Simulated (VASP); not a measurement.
Band structure of KMgF3 (cubic perovskite). Computed with r2SCAN meta-GGA, VASP's PBE PAW potentials (set 64) (plane waves; VASP 6.6.1).

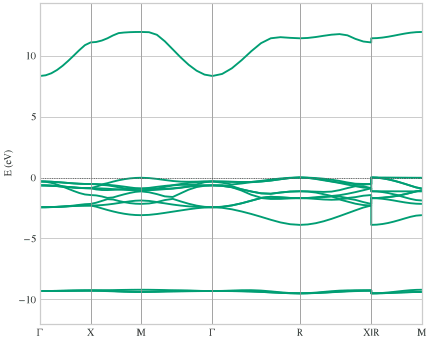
*Bands along high-symmetry lines, zero at the valence-band maximum or, without a gap, the Fermi level*

Read the plot: is there a gap, and where are the band edges?

The gap is indirect, 8.32 eV, from the valence maximum at R to the conduction minimum at Γ.

Measured: gap 12.40 eV (computed value off by -4.08 eV), as given by M. Sahnoun et al., Materials Chemistry and Physics (2004), doi:10.1016/j.matchemphys.2004.11.019.

The compound is KMgF3 in the cubic perovskite structure. It was relaxed first.
